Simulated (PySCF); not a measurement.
C$_{4}$H$_{11}$ClSi

```xyz
17

C     0.3836    2.3286    0.3710
C     0.5921    1.0216   -0.3932
C    -0.5070    0.0048   -0.0824
Si    2.3013    0.2716   -0.0604
C     3.6789    1.5123   -0.4605
Cl    5.2789    0.7579   -0.1752
H    -0.6130    2.7541    0.1649
H     1.1269    3.0958    0.1026
H     0.4497    2.1704    1.4605
H     0.5637    1.2401   -1.4775
H    -0.3752   -0.9342   -0.6428
H    -1.5019    0.4059   -0.3378
H    -0.5236   -0.2492    0.9905
H     2.5071   -0.9432   -0.9061
H     2.4209   -0.1091    1.3813
H     3.6423    1.8370   -1.5110
H     3.6169    2.4099    0.1721
```

Geometry: PBE0-D3(BJ)/def2-SVP.

Method: PySCF 2.14.0, PBE0/pcSseg-1, SCF density, gas phase, non-relativistic.

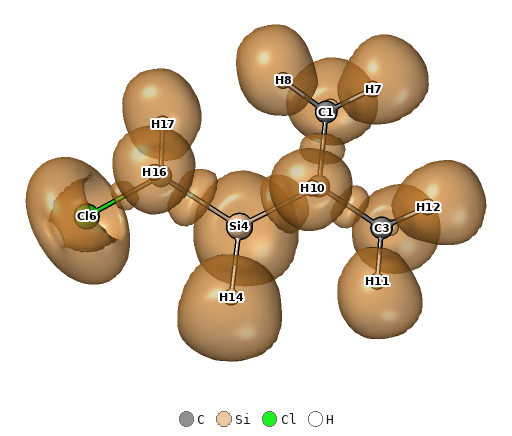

Figure 1. Isosurface of the electron localisation function at 0.8 (orange), seen across its widest extent. Core shells and regions of very low density are left out.

Describe the localisation domains.

At this value the surface marks out two regions between bonded C–C atoms (shared pairs), one region between bonded C–Cl atoms (shared pairs), two regions between bonded C–Si atoms (shared pairs), eleven regions around hydrogen nuclei and one ring or bowl of non-bonding electrons around Cl. Along the contacts the grid gives the following. C–C (1.53 Å): the ELF peaks at about 0.95 between the atoms (a shared electron pair). C–Cl (1.79 Å): the ELF peaks at about 0.90 between the atoms; localised, covalent bonding.

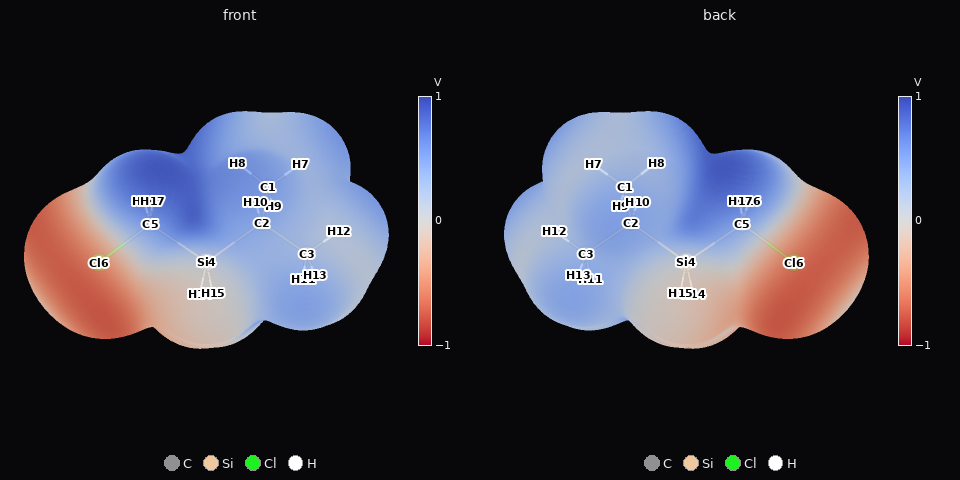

Figure 2. The electrostatic potential painted on the density surface at 0.001 e/bohr³, seen from the front and from behind; the colour scale runs from red (negative) to blue (positive).

Where is the surface potential most negative and most positive?

The most negative region (about −0.7 V, or −16 kcal/mol for a unit charge) lies over Cl6, the most positive (about +0.9 V, or +21 kcal/mol for a unit charge) over Si4, H8, H16 and H17.

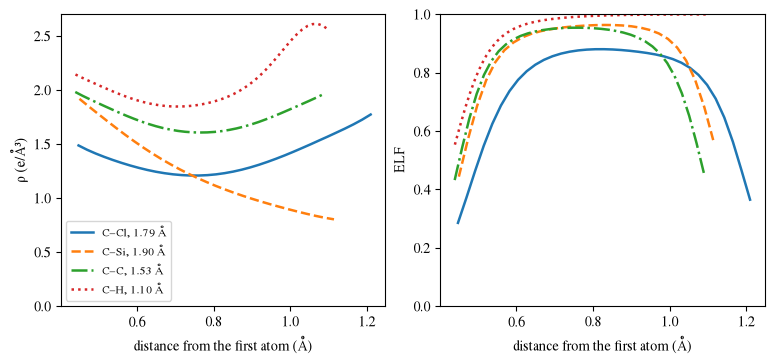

Figure 3. Total electron density and ELF along straight lines between neighbouring atoms. The curves leave out the atomic cores.

What can be read from the curves?

C–Cl (1.79 Å): ρ at the midpoint is about 1.3 e/Å³; the ELF peaks at about 0.90 between the atoms; localised, covalent bonding.
C–Si (1.90 Å): the density is about 0.94 e/Å³ at the midpoint; the ELF peaks at about 0.95 between the atoms (localised, covalent bonding).
C–C (1.53 Å): the density is about 1.6 e/Å³ at the midpoint; the ELF peaks at about 0.95 between the atoms, as expected for a covalent bond.
C–H (1.10 Å): ρ at the midpoint is about 2 e/Å³; the ELF climbs to about 1 towards the hydrogen, as it does in any bond to H; an ordinary covalent bond to hydrogen.
